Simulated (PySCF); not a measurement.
## Electronic structure of CH$_{11}$Al$_{3}$N$_{4}$ (SMILES N#[C][AlH-]1[NH2+][AlH2-][NH2+][AlH2-][NH2+]1) in real space

```xyz
19

N     0.3529    1.2527    1.3761
Al    1.6926   -0.1241    0.9179
N     0.5758   -1.5441    0.1785
Al   -0.0491   -1.1985   -1.6468
N    -0.4465    0.7389   -1.4992
Al   -1.1673    1.3602    0.1805
C    -2.2386   -0.1320    0.9054
N    -2.7061   -1.0715    1.4060
H     0.8507    2.1453    1.4343
H     0.0009    1.0873    2.3236
H     2.4178   -0.6118    2.2514
H     2.5027    0.5361   -0.2956
H     1.1359   -2.4012    0.1600
H    -0.2234   -1.7650    0.7833
H    -1.4360   -1.9235   -1.9381
H     1.2083   -1.3738   -2.6140
H     0.4163    1.2464   -1.7212
H    -1.0921    0.9746   -2.2582
H    -1.8161    2.8022    0.0838
```

Geometry: PBE0-D3(BJ)/def2-SVP.

All numbers below come from PBE0/pcSseg-1, SCF density, gas phase, non-relativistic in PySCF.

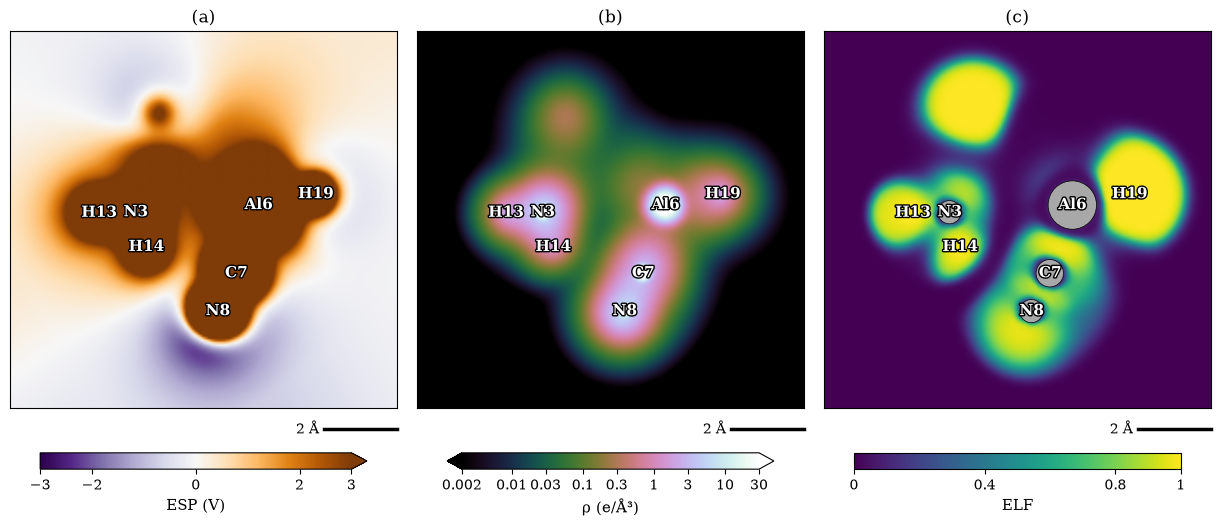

Figure 1. (a) electrostatic potential; (b) electron density; (c) electron localisation function on the plane of atoms C7, Al6 and H19. Grey discs cover the atomic cores in the ELF map.

**Read the bonding off the picture.**

The section cuts through N, Al, C and H sites.
C–N (1.16 Å): ρ is about 3.5 e/Å³ halfway; the ELF peaks at about 0.85 between the atoms; a short, multiple covalent bond.
C–Al (1.97 Å): ρ is about 0.63 e/Å³ halfway; the ELF peaks at about 1 between the atoms; a polar covalent bond.
N–H (1.02 Å): ρ is about 2.7 e/Å³ halfway; the ELF climbs to about 1 towards the hydrogen, as it does in any bond to H: an ordinary covalent bond to hydrogen.
Al–H (1.58 Å): ρ is about 0.55 e/Å³ halfway; the ELF climbs to about 1 towards the hydrogen.
The ELF also peaks beside N8, away from the bonds: lone-pair regions.
Outside the dense part of the molecule the potential is most negative (−2.2 V) near N8.

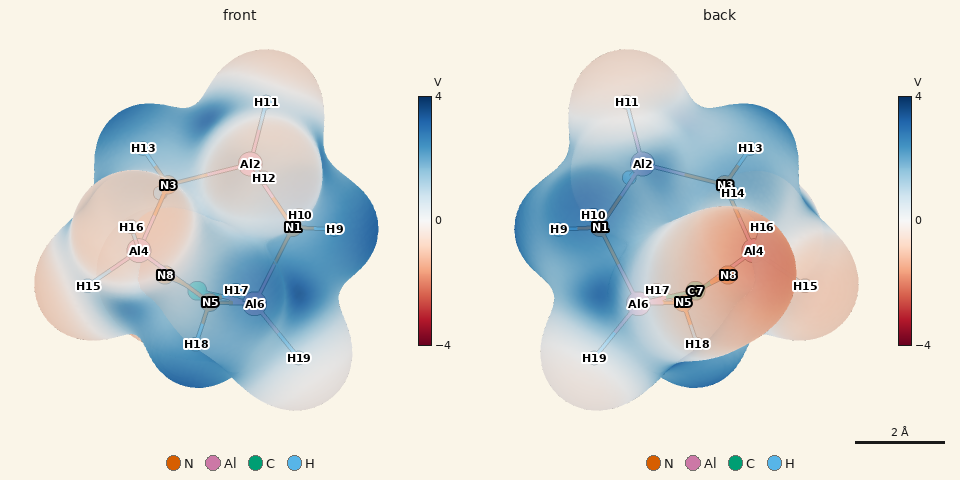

Figure 2. The molecular electrostatic potential painted on the density surface at 0.004 e/bohr³, seen from the front and from behind; red is negative and blue positive.

**Describe the electrostatic potential map.**

The most negative region (about −2.0 V) lies over N8, the most positive (about +3.2 V) over Al6 and H9. N8 is the likeliest acceptor of a hydrogen bond.

**What dipole moment does the calculation give?**

Its dipole moment is 3.85 D.
